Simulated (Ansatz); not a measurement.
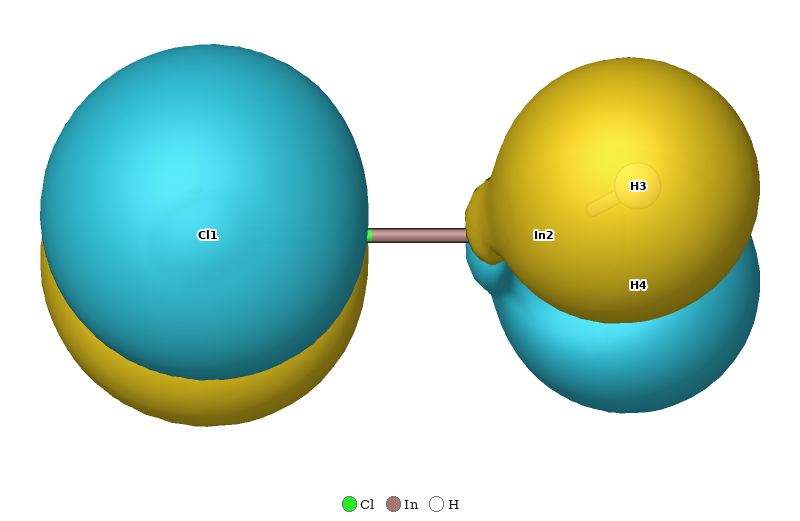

The picture shows: ClH$_{2}$In (SMILES [Cl][InH2]). The HOMO at ±0.1 Å⁻³ᐟ² (yellow and cyan are the two phases), seen from one side.

Geometry: PBE0-D4/def2-SVP; core potentials replace the inner electrons of In.

All numbers below come from isolated molecule in a Gaussian basis; Kohn-Sham density functional theory, functional PBE0 (Ansatz).

**Describe this orbital and give its energy.**

By Hirshfeld shares it lies mainly on Cl1 (about 70 %), In2 (about 15 %), H3 (about 10 %) and H4 (about 10 %); it is symmetric in the molecular plane (an in-plane orbital: σ, lone-pair or in-plane π type); largely a lone pair of Cl1. Its energy is −8.23 eV.
